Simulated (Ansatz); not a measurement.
## Cu(100) film, 6 layers, flat: channels in plane against thickness

Aim: the ballistic channels of flat films against thickness, first Cu(100) film, 6 layers, flat.

Method: Ansatz plane-wave DFT, PBE, PAW files; ballistic transport by layer matching (Landauer), zero bias, in Ansatz 0.2.0.

## (1) The starting structure

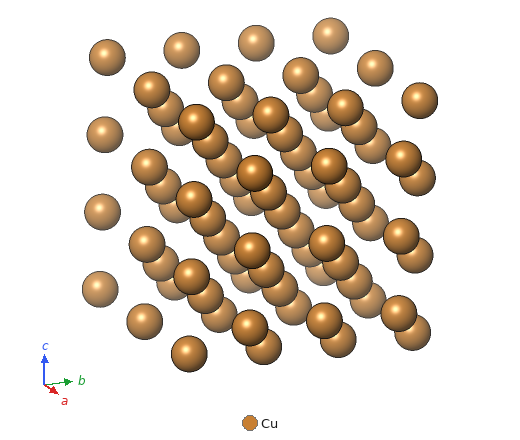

The starting structure, seen from the side, with the c axis up (copper orange). 1×3×3 cells are drawn. Some periodic images of atoms are drawn too.

The cell holds 6 atoms: 6 Cu. Its edges and angles: a = 20.037 Å, b = 2.556 Å, c = 2.556 Å, α = 90.0°, β = 90.0°, γ = 90.0°. It derives from Cu. Vacuum lies along a. The structure's axis is c.

Structure file:

```cif
data_structure
_symmetry_space_group_name_H-M 'P 1'
_symmetry_Int_Tables_number 1
_cell_length_a 20.0374
_cell_length_b 2.5562
_cell_length_c 2.5562
_cell_angle_alpha 90.000
_cell_angle_beta 90.000
_cell_angle_gamma 90.000
_cell_volume 130.92
loop_
_atom_site_label
_atom_site_type_symbol
_atom_site_fract_x
_atom_site_fract_y
_atom_site_fract_z
_atom_site_occupancy
Cu1 Cu 0.22458 0.00000 0.00000 1
Cu2 Cu 0.31479 0.50000 0.50000 1
Cu3 Cu 0.40499 0.00000 0.00000 1
Cu4 Cu 0.49520 0.50000 0.50000 1
Cu5 Cu 0.58540 0.00000 0.00000 1
Cu6 Cu 0.67561 0.50000 0.50000 1
```

## (2) With 6 layers

Vacuum lies along the first vector, which takes one k-point, and the current runs in the film's plane. One period is a perfect wire, so its channels are the result. Energies from -0.27 to 0.27 eV in steps of 0.036 eV cover the slope of the Fermi function at 300 K, so the program can form a conductance.

The input, input.yaml:

```yaml
crystal:
  lattice:
    - [20.0374, 0.0, 0.0]
    - [0.0, 2.5561627297, 0.0]
    - [0.0, 0.0, 2.5561627297]
  atoms:
    - { symbol: Cu, position: [0.2245800353, 0.0, 0.0] }
    - { symbol: Cu, position: [0.3147853514, 0.5, 0.5] }
    - { symbol: Cu, position: [0.4049906675, 0.0, 0.0] }
    - { symbol: Cu, position: [0.4951959835, 0.5, 0.5] }
    - { symbol: Cu, position: [0.5854012996, 0.0, 0.0] }
    - { symbol: Cu, position: [0.6756066156, 0.5, 0.5] }
kpoints:
  mp_grid: { grid: [1, 16, 16] }
hamiltonian:
  xc: pbe
scf:
  occupations: { method: fermi_dirac, width: 0.1 }
output:
  transmission:
    leads: [[0, 0]]
    kmesh: [1, 48]
    e_range: [-0.27, 0.27]
    de: 0.036
```

On the command line:

```bash
$ ansatz run input.yaml --threads 4 --pin off --max-ram 8192MiB --backend cpu --events-out ev --progress --plain --runs-dir out
```

Numbers of over 12 decimals in the logs are rounded to 6 here.

The program printed:

```text
Engine: ansatz 0.2.0, aarch64-unknown-linux-gnu
Pseudopotentials: kind: paw
Pseudopotential: Cu, paw, valence charge 19, recommended cutoff 420 eV (normal), Cu.paw.azcp
Functional definition: PBE
  parameter kappa = 0.804
  parameter beta = 0.066725
  exchange = pbe_x(kappa = kappa, mu = beta*pi^2/3)
  correlation = pbe_c(beta = beta)
Crystal: 6 atoms, lattice volume = 130.924 Å³
Basis set: ecut = 420 eV, 2559 PW (Γ)
Bands: 69, of which v1, the nominal top of the filled ones, is band 57 counted from 1 (56 counted from 0)
Symmetry: 16 space group operations
Space group: P4/nmm (ITA 129), of the structure as read, at distance tolerance 5.1e-5 Å
k-points: 45 of 256
Non-local potential: Cu, projectors of the file, l = 0: 3, l = 1: 2, l = 2: 3, l = 3: 1
PAW form: soft (Blöchl's): semilocal exchange-correlation on the pseudo side does not see the compensation charge
PAW one-centre angular grid: Cu, 590 points (default); XC on 64 Gauss nodes
Initial density: superposition of atomic densities (neutral atoms: chi_scale 0, normalization atom), corrected by the library's trained network
Initial wavefunctions: pseudopotential atomic-orbital guess
Functional: x = pbe(κ = 0.804, μ = 0.219515), c = pbe(β = 0.066725)
SCF iter   1: F=—  HF=-39749.858966 eV  |F-HF|=—  |Δ(HF+E_count)|=         —  Δρ=2.54e-3  dr2=2.79e-2  ethr=1.77e-3  ⟨swp⟩=6.6  Hψ=12310  notcnv=0  defer=65
preconditioner: auto → LDOS  [metal: Δε(μ)=0.077 eV  Ē_g=8.847 eV  σ=0.100 eV  W_gap=0.19  n_scr=44 (ndim 8)  ℏωp=26.4 eV  f_vac=0.420  D(μ)=1.93/eV (n_scr^D=10)  β→1.0]
SCF iter   2: F=—  HF=-39749.859039 eV  |F-HF|=—  |Δ(HF+E_count)|=   7.32e-5  Δρ=2.39e-3  dr2=6.29e-3  ethr=2.45e-5  ⟨swp⟩=2.9  Hψ=5863  notcnv=0  defer=133
SCF iter   3: F=—  HF=-39749.858985 eV  |F-HF|=—  |Δ(HF+E_count)|=   5.36e-5  Δρ=2.06e-3  dr2=3.43e-3  ethr=5.51e-6  ⟨swp⟩=2.1  Hψ=4730  notcnv=0  defer=133
SCF iter   4: F=—  HF=-39749.858366 eV  |F-HF|=—  |Δ(HF+E_count)|=   6.20e-4  Δρ=2.92e-4  dr2=1.60e-4  ethr=3.00e-6  ⟨swp⟩=2.0  Hψ=4202  notcnv=0  defer=133
SCF iter   5: F=—  HF=-39749.858353 eV  |F-HF|=—  |Δ(HF+E_count)|=   1.23e-5  Δρ=1.71e-4  dr2=2.71e-5  ethr=1.40e-7  ⟨swp⟩=2.0  Hψ=4362  notcnv=0  defer=133
SCF iter   6: F=—  HF=-39749.858347 eV  |F-HF|=—  |Δ(HF+E_count)|=   6.49e-6  Δρ=3.82e-5  dr2=1.27e-6  ethr=2.37e-8  ⟨swp⟩=2.0  Hψ=3995  notcnv=0  defer=133
SCF iter   7: F=—  HF=-39749.858350 eV  |F-HF|=—  |Δ(HF+E_count)|=   3.01e-6  Δρ=2.67e-5  dr2=7.36e-7  ethr=1.12e-9  ⟨swp⟩=2.2  Hψ=5425  notcnv=0  defer=133
SCF iter   8: F=—  HF=-39749.858350 eV  |F-HF|=—  |Δ(HF+E_count)|=   1.18e-7  Δρ=2.16e-5  dr2=4.21e-7  ethr=6.45e-10  ⟨swp⟩=2.0  Hψ=4300  notcnv=0  defer=133
SCF iter   9: F=-39749.858350 eV  HF=-39749.858350 eV  |F-HF|=1.20e-8  |Δ(HF+E_count)|=   6.13e-8  Δρ=2.90e-6  dr2=1.81e-8  ethr=8.77e-11  ⟨swp⟩=9.0  Hψ=11795  notcnv=0
SCF 1 converged in 9 iterations: F = -39749.858350 eV  dr2 = 1.81e-8
  greatest PAW one-centre occupation: 1.000 electrons in one spin orbital (limit 2), on the Cu atom at site 5 (counted from 0), in its partial waves of l = 0
transmission: 12 of 100 steps passed
transmission: 20 of 100 steps passed
[...]
transmission: 100 of 100 steps passed
SCF converged after 9 iterations
Free energy (F): -39749.858350 eV
Harris-Foulkes:  -39749.858350 eV  (|F-HF|=1.20e-8)
Internal energy: -39749.794256 eV  (E = F + TS)
E sigma→0 (E₀):  -39749.826303 eV
Entropy (-TS):   -0.064094 eV (-10.682 meV/atom)
Fermi energy:    7.050732 eV
--- Per-component energies (eV) ---
  E_band       = -3246.610293
  E_kinetic    = 1798.055313
  E_local      = -154011.620171  (includes V_loc(G=0)·N_el)
  E_nonlocal   = 2346.790653
  E_hartree    = 75016.960548
  E_xc         = -534.135708
  E_vxc        = -688.988944  (∫ρ·V_xc dr)
  E_paw        = -9984.666224  (= ΣΔE_a)
  E_vpaw       = -2724.800926  (= ΣTr[D̂ρ^β])
  E_aug_tail   = 0.001654  (compensation charges beyond the density's cutoff)
  E_ewald      = 45618.819679
  E_smearing   = -0.064094  (= −TS)
  E_closure    = -0.000000  (closes the sum)
  Σ components = -39749.858350   (vs F -39749.858350, Δ=0.00e0)
--- Band table (eV; the first three rows and the last of 45) ---
  k-point 0: bands = [... 53 lower, 5.4953, 5.5633, 5.6076, 5.6076, 5.6087, 5.6116, 7.1950, 8.2391, ... 8 higher]
  k-point 1: bands = [... 53 lower, 5.4661, 5.5225, 5.5590, 5.5925, 5.6310, 5.8411, 7.3784, 8.4503, ... 8 higher]
  k-point 2: bands = [... 53 lower, 5.3359, 5.5010, 5.5140, 5.5797, 5.6253, 6.2675, 7.8338, 8.9946, ... 8 higher]
  k-point 44: bands = [... 53 lower, 5.9920, 9.0591, 9.0591, 10.4023, 10.4023, 12.1508, 12.1508, 14.1442, ... 8 higher]
--- Transmission ---
  basis      : 455 plane waves across, 4 finite elements along
  points     : 25, standing for a mesh of 1 x 48
  filling    : by the input's occupations and mesh, since the crystals that have channels conduct as metals do. If one of these is a semiconductor, that mesh has misplaced its level
  energies   : 16 from -0.270000 to 0.270000 eV about the Fermi level, 0.036000 eV apart; the leads are filled to 0.000000 eV, and channels, transmission and decay are at 0.018000 eV
  crystal 0  : Cu6, at the sites [0, 0], period 2.5562 Å: whole cells are its period
    offset         : up to 0.0000 Å between an atom of the period and one for which it stands
    filled         : 9.0 meV over the level at which it is neutral
    channels       : 3.937500e0 a spin
    conductance    : 6.0063e14 S/m² at 300 K; may be off by some 0.0 % by where its bands' edges are placed, 4.7 % from the k-mesh, 0.2 % from the distance to neutral
```

Elapsed: 16 min, on 4 threads of Arm Neoverse V1, shared host; peak memory 2.3 GiB.

This step gave:

```yaml
free_energy: -39749.8583 eV
energy_at_zero_smearing: -39749.8263 eV
fermi_energy: 7.051 eV
cell_area: 51.22 Å²
open_channels_per_spin_nearest_the_fermi_level: 4.021
estimated_errors_of_the_lead_s_conductance: 0, 4.7, 0.2 % (band edges, k-mesh, distance from neutral)
lead_conductance_per_cell: 3.970 G₀
```

Per spin. The open channels, zone mean, lead by energy, zero at the Fermi level:

| energy (eV) | open channels, zone mean, lead |
| --- | --- |
| -0.270 | 3.94 |
| -0.234 | 3.85 |
| -0.198 | 3.94 |
| -0.162 | 3.94 |
| -0.126 | 4.02 |
| -0.090 | 3.94 |
| -0.054 | 3.85 |
| -0.018 | 4.02 |
| 0.018 | 3.94 |
| 0.054 | 4.02 |
| 0.090 | 4.06 |
| 0.126 | 3.98 |
| 0.162 | 4.12 |
| 0.198 | 4.21 |
| 0.234 | 4.25 |
| 0.270 | 4.21 |

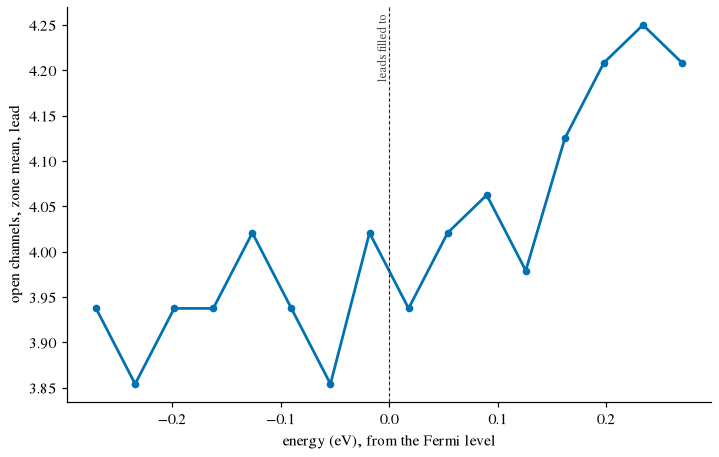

Open channels, zone mean, lead, plotted against energy.

The program's largest error estimate for it is 4.7 %, from the k-mesh.

## (3) With 7 layers, thickness 12.652 A

The film grows to 7 layers.

System of this step: Cu(100) film, 7 layers, flat. The cell holds 7 atoms: 7 Cu. Its edges and angles: a = 21.845 Å, b = 2.556 Å, c = 2.556 Å, α = 90.0°, β = 90.0°, γ = 90.0°. It derives from Cu. Vacuum lies along a. The structure's axis is c.

input.yaml, the sections that differ from step 2:

```yaml
crystal:
  lattice:
    - [21.84488, 0.0, 0.0]
    - [0.0, 2.5561627297, 0.0]
    - [0.0, 0.0, 2.5561627297]
  atoms:
    - { symbol: Cu, position: [0.2059979272, 0.0, 0.0] }
    - { symbol: Cu, position: [0.2887395124, 0.5, 0.5] }
    - { symbol: Cu, position: [0.3714810976, 0.0, 0.0] }
    - { symbol: Cu, position: [0.4542226828, 0.5, 0.5] }
    - { symbol: Cu, position: [0.5369642681, 0.0, 0.0] }
    - { symbol: Cu, position: [0.6197058533, 0.5, 0.5] }
    - { symbol: Cu, position: [0.7024474385, 0.0, 0.0] }
# kpoints, hamiltonian, scf, output: as in step 2
```

The program printed:

```text
[...]
Crystal: 7 atoms, lattice volume = 142.734 Å³
Basis set: ecut = 420 eV, 2813 PW (Γ)
Bands: 80, of which v1, the nominal top of the filled ones, is band 67 counted from 1 (66 counted from 0)
Symmetry: 16 space group operations
[...]
k-points: 45 of 256
[...]
k-point 44: bands = [... 63 lower, 9.7374, 9.7374, 10.8311, 10.8311, 12.2709, 12.2709, 13.9357, 13.9357, ... 9 higher]
--- Transmission ---
  basis      : 497 plane waves across, 4 finite elements along
  points     : 25, standing for a mesh of 1 x 48
[...]
crystal 0  : Cu7, at the sites [0, 0], period 2.5562 Å: whole cells are its period
[...]
filled         : 2.6 meV over the level at which it is neutral
    channels       : 4.583333e0 a spin
[...]
[key lines of the parts left out:]
SCF converged after 9 iterations
Free energy (F): -46375.035502 eV
Fermi energy:    7.860083 eV
```

Wall time 24 min (4 threads); peak memory 2.7 GiB.

Numbers from this step:

```yaml
free_energy: -46375.0355 eV
energy_at_zero_smearing: -46374.9976 eV
fermi_energy: 7.860 eV
cell_area: 55.84 Å²
open_channels_per_spin_nearest_the_fermi_level: 4.708
estimated_errors_of_the_lead_s_conductance: 0, 2.8, 0.1 % (band edges, k-mesh, distance from neutral)
lead_conductance_per_cell: 4.625 G₀
```

Per spin. Open channels, zone mean, lead against energy, zero at the Fermi level:

| energy (eV) | open channels, zone mean, lead |
| --- | --- |
| -0.270 | 4.33 |
| -0.234 | 4.5 |
| -0.198 | 4.33 |
| -0.162 | 4.42 |
| -0.126 | 4.38 |
| -0.090 | 4.54 |
| -0.054 | 4.38 |
| -0.018 | 4.71 |
| 0.018 | 4.58 |
| 0.054 | 4.75 |
| 0.090 | 4.67 |
| 0.126 | 4.88 |
| 0.162 | 4.96 |
| 0.198 | 4.92 |
| 0.234 | 5.04 |
| 0.270 | 5.12 |

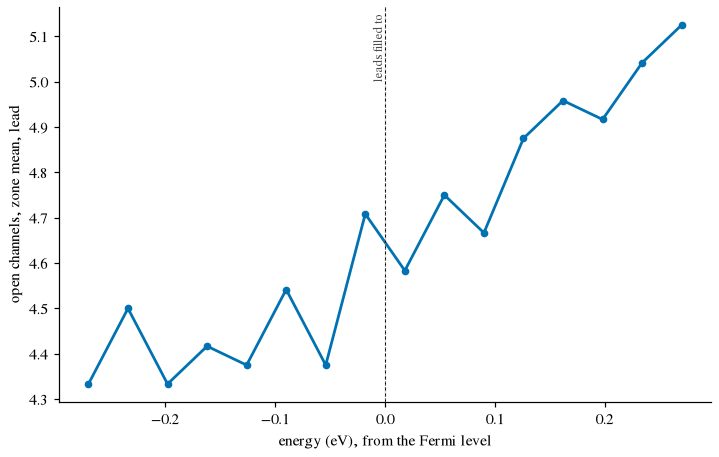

Open channels, zone mean, lead, plotted against energy.

The lead conductance per cell is 4.62 G₀, 16 % over the 3.97 G₀ of the last finished run.

## (4) With 8 layers, thickness 14.46 A

The film grows to 8 layers.

System of this step: Cu(100) film, 8 layers, flat. The cell holds 8 atoms: 8 Cu. Its edges and angles: a = 23.652 Å, b = 2.556 Å, c = 2.556 Å, α = 90.0°, β = 90.0°, γ = 90.0°. It derives from Cu. Vacuum lies along a. The structure's axis is c.

input.yaml, the sections that differ from step 3:

```yaml
crystal:
  lattice:
    - [23.65236, 0.0, 0.0]
    - [0.0, 2.5561627297, 0.0]
    - [0.0, 0.0, 2.5561627297]
  atoms:
    - { symbol: Cu, position: [0.1902558561, 0.0, 0.0] }
    - { symbol: Cu, position: [0.266674446, 0.5, 0.5] }
    - { symbol: Cu, position: [0.343093036, 0.0, 0.0] }
    - { symbol: Cu, position: [0.4195116259, 0.5, 0.5] }
    - { symbol: Cu, position: [0.4959302158, 0.0, 0.0] }
    - { symbol: Cu, position: [0.5723488058, 0.5, 0.5] }
    - { symbol: Cu, position: [0.6487673957, 0.0, 0.0] }
    - { symbol: Cu, position: [0.7251859857, 0.5, 0.5] }
# kpoints, hamiltonian, scf, output: as in step 3
```

The program printed:

```text
[...]
Crystal: 8 atoms, lattice volume = 154.544 Å³
Basis set: ecut = 420 eV, 3043 PW (Γ)
Bands: 92, of which v1, the nominal top of the filled ones, is band 76 counted from 1 (75 counted from 0)
Symmetry: 16 space group operations
[...]
k-points: 45 of 256
[...]
k-point 44: bands = [... 72 lower, 10.3290, 10.3290, 11.2372, 11.2372, 12.4483, 12.4483, 13.8619, 13.8619, ... 12 higher]
--- Transmission ---
  basis      : 539 plane waves across, 4 finite elements along
  points     : 25, standing for a mesh of 1 x 48
[...]
crystal 0  : Cu8, at the sites [0, 0], period 2.5562 Å: whole cells are its period
[...]
filled         : 2.3 meV under the level at which it is neutral
    channels       : 5.229167e0 a spin
[...]
[key lines of the parts left out:]
SCF converged after 8 iterations
Free energy (F): -53000.214886 eV
Fermi energy:    8.521315 eV
```

Wall time 30 min (4 threads); peak memory 3.4 GiB.

This step gave:

* free energy: -53000.2149 eV
* energy at zero smearing: -53000.1717 eV
* Fermi energy: 8.521 eV
* cell area: 60.46 Å²
* open channels per spin nearest the Fermi level: 5.229
* estimated errors of the lead's conductance: 0, 3.9, 0.1 % (band edges, k-mesh, distance from neutral)
* lead conductance per cell: 5.255 G₀

Per spin. Table of open channels, zone mean, lead by energy, zero at the Fermi level:

| energy (eV) | open channels, zone mean, lead |
| --- | --- |
| -0.270 | 5.06 |
| -0.234 | 5.19 |
| -0.198 | 5.19 |
| -0.162 | 5.10 |
| -0.126 | 5.10 |
| -0.090 | 5.15 |
| -0.054 | 5.06 |
| -0.018 | 5.23 |
| 0.018 | 5.23 |
| 0.054 | 5.40 |
| 0.090 | 5.35 |
| 0.126 | 5.40 |
| 0.162 | 5.48 |
| 0.198 | 5.56 |
| 0.234 | 5.40 |
| 0.270 | 5.65 |

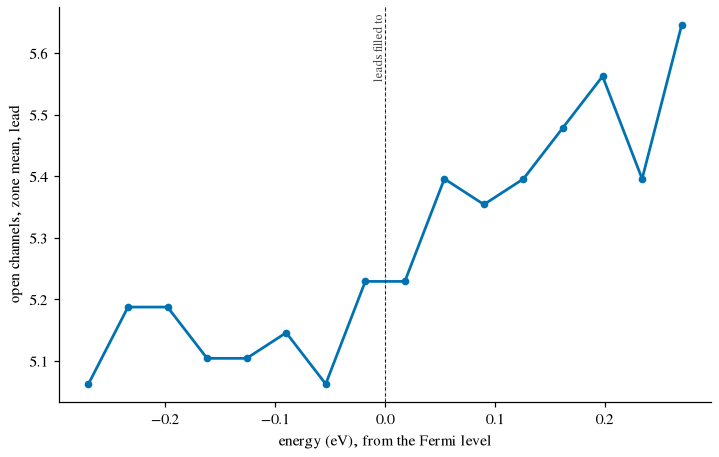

Open channels, zone mean, lead, plotted against energy.

The lead conductance per cell is 5.26 G₀, 14 % over the 4.62 G₀ of the last finished run.

## (5) The ladder

Times are for 4 threads of Arm Neoverse V1, shared host. Results by setting:

| no. | layers | lead conductance per cell (G₀) | time | memory (GiB) |
| --- | --- | --- | --- | --- |
| 1 | 6 | 3.970 | 16 min | 2.3 |
| 2 | 7 | 4.625 | 24 min | 2.7 |
| 3 | 8 | 5.255 | 30 min | 3.4 |

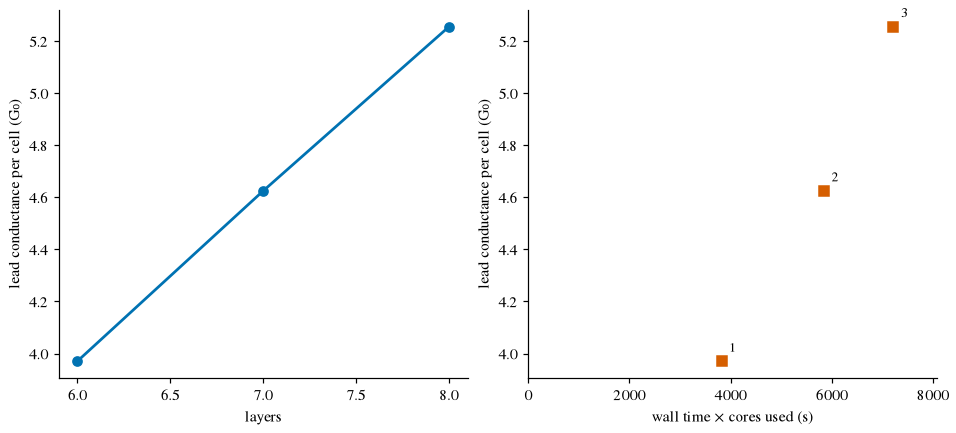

The series as plots; the last panel sets the first result against cost, with the runs numbered as in the table.

(Continued in part 2 of 2.)

[Logs are printed without paths, hosts, clocks, repeated set-up lines and the standing remarks that a program may print on its own settings, such as how far it seeks lower states.]

[Hosts, paths, dates, database ids (printed as entryN), source tags and the programs' standing remarks are cut or masked in the printed files.]
